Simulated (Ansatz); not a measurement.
## InSb, response to strain

The reference is InSb in the wurtzite structure (space group P6_3mc, No. 186; a = 4.624 Å, c = 7.614 Å; a cell from a computed database, its experimental status unchecked). Axes: x lies along a and z along c of the hexagonal cell.

Strains are applied to the cell and any free atomic positions relax; under biaxial strain the out-of-plane vector relaxes too.

Level of theory: Ansatz (an electronic-structure program) r2SCAN, scalar-relativistic without spin-orbit coupling, earlier PAW set.

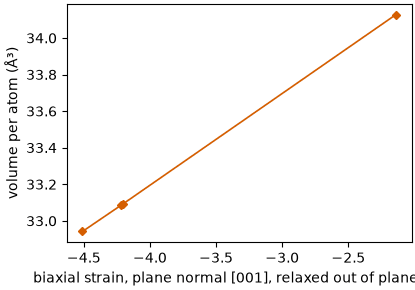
Volume per atom against biaxial strain, plane normal [001], relaxed out of plane

Task: From the plot, what is the volume per atom for biaxial strain −2.14 %, plane normal [001], relaxed out of plane?

Result: About 34.13 Å³.

Task: Is the trend monotonic over the range shown?

Result: Yes, it rises throughout, spanning 32.94 Å³ to 34.13 Å³.

Whether these cells are dynamically stable was not tested. The base started in Cmc2_1 and relaxed to P6_3mc at this level. All final runs are without spin polarisation. This is not the structure that InSb has at room temperature and ambient pressure.
